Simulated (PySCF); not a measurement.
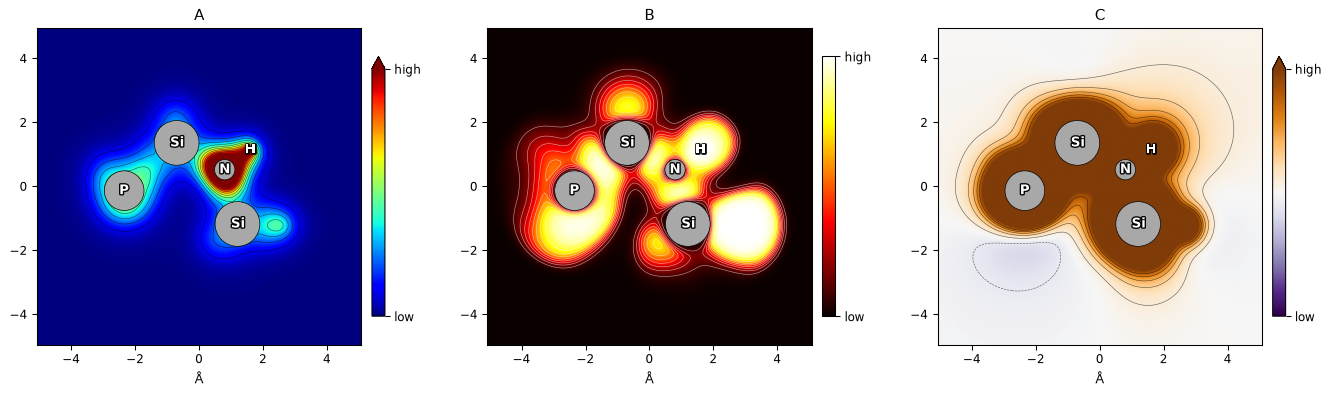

C$_{2}$H$_{12}$NPSi$_{2}$: 3 fields on the plane of atoms Si3, N4 and H14, with unlabelled colour scales. Grey discs cover the atomic cores.

Geometry: GFN2-xTB.

These are results of PySCF, CAM-B3LYP/def2-SVPD, SCF density, gas phase, not measurements.

Q: Which field does each panel show? The fields are: electron density, electron localisation function and electrostatic potential.

A: Panel A: electron density. Panel B: electron localisation function. Panel C: electrostatic potential (strongly positive close to the atoms, with negative regions outside electron-rich atoms). From the grid: Si–N (1.73 Å): ρ at the midpoint is about 1.1 e/Å³; the ELF peaks at about 0.90 between the atoms, as expected for a polar covalent bond. Si–P (2.24 Å): ρ at the midpoint is about 0.77 e/Å³; the ELF peaks at about 1 between the atoms: a shared electron pair.
